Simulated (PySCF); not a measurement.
# NMR shielding calculation of CH3Cl3Si

CH3Cl3Si, SMILES C[Si](Cl)(Cl)Cl, computed with GIAO PBE0/pcSseg-1 NMR shielding, non-relativistic, gas phase (PySCF 2.14.0).

The geometry comes from this level: GFN2-xTB. Figures and captions count atoms from 1; the log counts them from 0 in places.

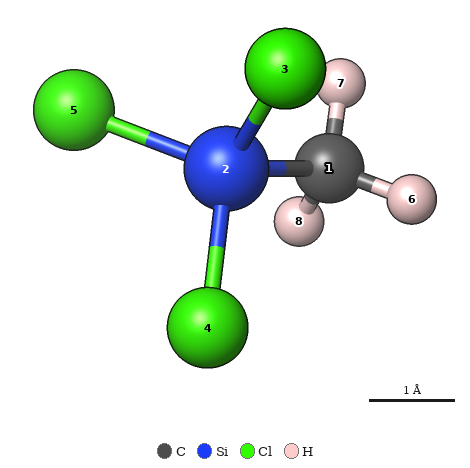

**Figure 1.** The structure as given in the input (ball-and-stick view, seen at a tilt; atoms are numbered from 1 in the order of the input).

The input:
```
{"job": {"kind": "nmr", "xc": "PBE0", "basis": "pcSseg-1", "pop": false}, "charge": 0, "multiplicity": 1}
C     -1.039735     0.131835    -0.157381
Si     0.828181    -0.095912     0.102322
Cl     1.740862     1.707171     0.184266
Cl     1.615182    -1.160525    -1.426827
Cl     1.172995    -1.082356     1.834134
H     -1.246542     0.660957    -1.083442
H     -1.483992     0.702295     0.653507
H     -1.550722    -0.825814    -0.204839
```

The first line tells a small driver script what to run in PySCF; the rest is the geometry in Å.

Run on 1 CPU thread, shared host.

Command:
```bash
OMP_NUM_THREADS=1 python <driver script> task.json out
```

The program's output:
```
coarse grid: 9448 points
cycle   1  E = -1709.3985364819  dE =  4.993e-01  |g| = 4.565e-01  |ddm| = 2.657e+00
cycle   2  E = -1709.3797104758  dE =  1.883e-02  |g| = 5.471e-01  |ddm| = 1.029e+00
cycle   3  E = -1709.4531839953  dE = -7.347e-02  |g| = 4.242e-02  |ddm| = 5.806e-01
cycle   4  E = -1709.4535693458  dE = -3.854e-04  |g| = 1.742e-02  |ddm| = 5.493e-02
cycle   5  E = -1709.4536461949  dE = -7.685e-05  |g| = 4.536e-03  |ddm| = 2.064e-02
cycle   6  E = -1709.4536513132  dE = -5.118e-06  |g| = 9.937e-04  |ddm| = 5.263e-03
final grid: 74488 points
cycle   7  E = -1709.4784418255  dE = -2.599e-05  |g| = 6.289e-03  |ddm| = 1.367e-02
cycle   8  E = -1709.4784398147  dE =  2.011e-06  |g| = 6.221e-03  |ddm| = 9.110e-03
cycle   9  E = -1709.4784491844  dE = -9.370e-06  |g| = 8.029e-04  |ddm| = 5.297e-03
cycle  10  E = -1709.4784493091  dE = -1.247e-07  |g| = 1.194e-04  |ddm| = 7.732e-04
cycle  11  E = -1709.4784493122  dE = -3.094e-09  |g| = 3.736e-05  |ddm| = 1.636e-04
cycle  12  E = -1709.4784493125  dE = -3.229e-10  |g| = 7.909e-06  |ddm| = 4.621e-05
```

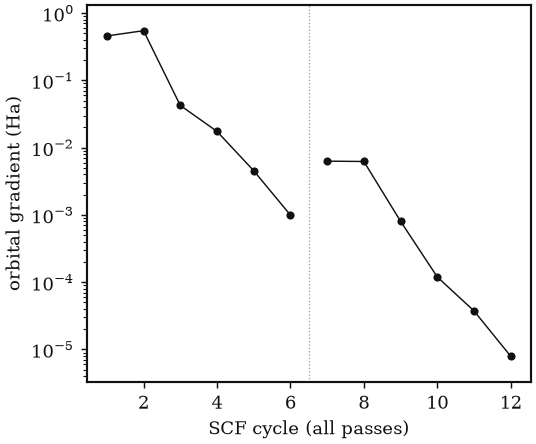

**Figure 2.** Convergence of the self-consistent field: orbital gradient against the SCF cycle. The dotted line marks the change from a coarse to the final integration grid. The first 6 cycles use a coarse grid, the final grid takes over at cycle 7, and the field converges after 12 cycles in all.

```
converged SCF energy = -1709.4784493125

GIAO shielding tensors (ppm)
atom      isotropic    diamagn.    paramagn.     s11        s22        s33       span
  0 C      172.991     255.177     -82.186    162.709    162.748    193.517     30.808
  1 Si     318.458     874.963    -556.505    311.613    311.707    332.053     20.440
  2 Cl     813.086    1147.479    -334.393    701.859    778.818    958.582    256.722
  3 Cl     813.168    1147.474    -334.306    702.014    778.825    958.664    256.651
  4 Cl     813.103    1147.502    -334.399    701.832    778.829    958.647    256.816
  5 H       30.873      30.285       0.588     26.738     28.412     37.469     10.731
  6 H       30.872      30.316       0.556     26.733     28.406     37.477     10.743
  7 H       30.871      30.310       0.561     26.734     28.405     37.474     10.740
```

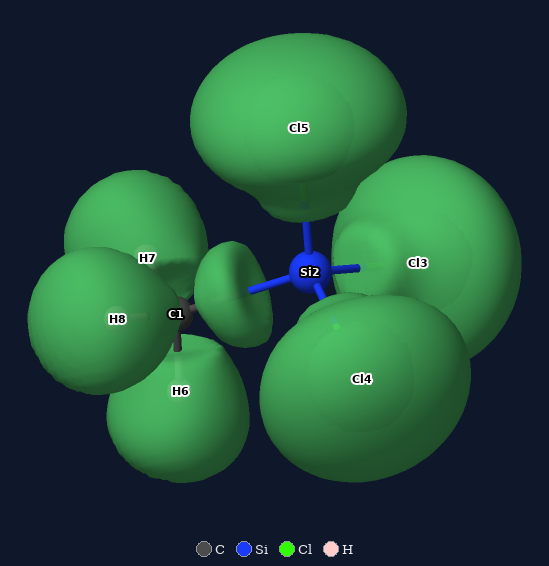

**Figure 3.** Isosurface of the electron localisation function at 0.75 (green), seen at an oblique angle. Only the valence region is drawn (cores and ρ < 0.01 e/Å³ removed). Values along the shortest contacts: Si–Cl (2.02 Å): the ELF peaks at about 0.90 between the atoms (a polar covalent bond).

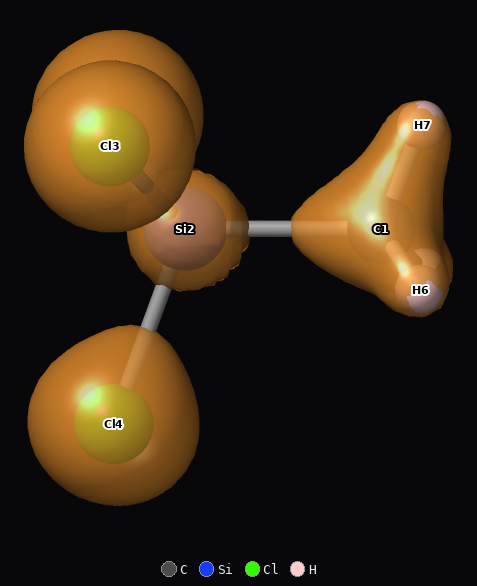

**Figure 4.** Isosurface of the total electron density at 1 e/Å³ (orange), seen face on. At this value the surface falls into five separate pieces. It is pinched off along the C–Si (1.90 Å) and Si–Cl (2.02 Å) contacts. On the grid the lowest density along these lines, outside the cores, is 0.81 e/Å³ (C–Si, 1.90 Å), 0.71 e/Å³ (Si–Cl, 2.02 Å) and 1.8 e/Å³ (C–H, 1.09 Å).

Summary:

- outcome: converged
- total energy: −1709.478449 hartree
- HOMO: −9.35 eV
- LUMO: 0.32 eV
- dipole moment: 1.99 D
- isotropic shielding, C: 173.0 ppm
- isotropic shielding, Si: 318.5 ppm
- isotropic shielding, Cl: 813.1 to 813.2 ppm
- isotropic shielding, H: 30.9 ppm
- wall time: 12 s
- peak memory: 0.61 GiB
